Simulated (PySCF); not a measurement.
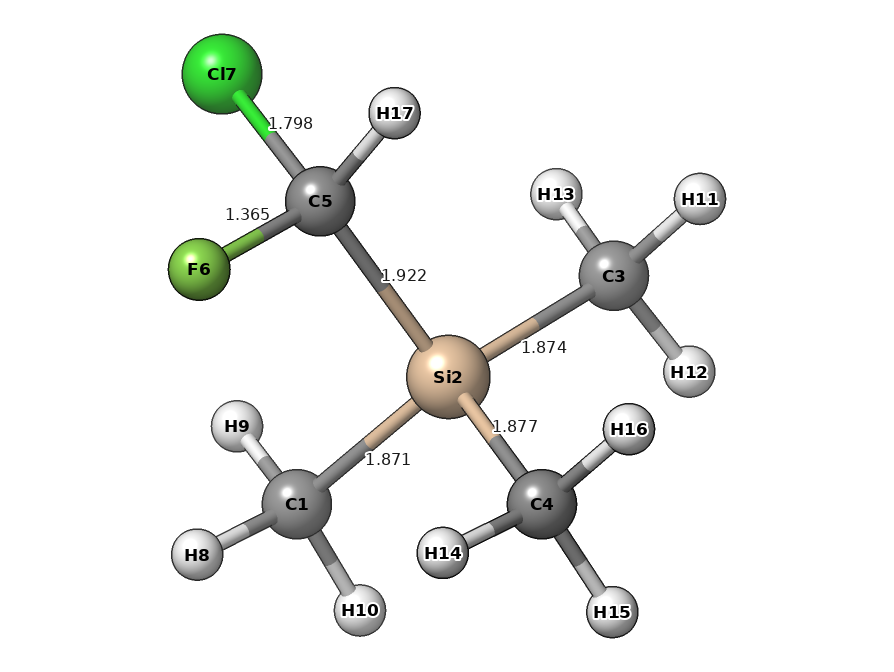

The numbers beside the sticks are distances in Å. Sticks don't show bond order. Computed geometry: PBE0-D3(BJ)/def2-SVP optimisation. No frequency run is at hand to confirm it as a minimum.

### Which of the marked bonds are single, double, triple or aromatic?

C1–Si2 single; Si2–C3 single; Si2–C4 single; Si2–C5 single; C5–F6 single; C5–Cl7 single.

### Give the structure as SMILES.

C[Si](C)(C)[C@H](F)Cl
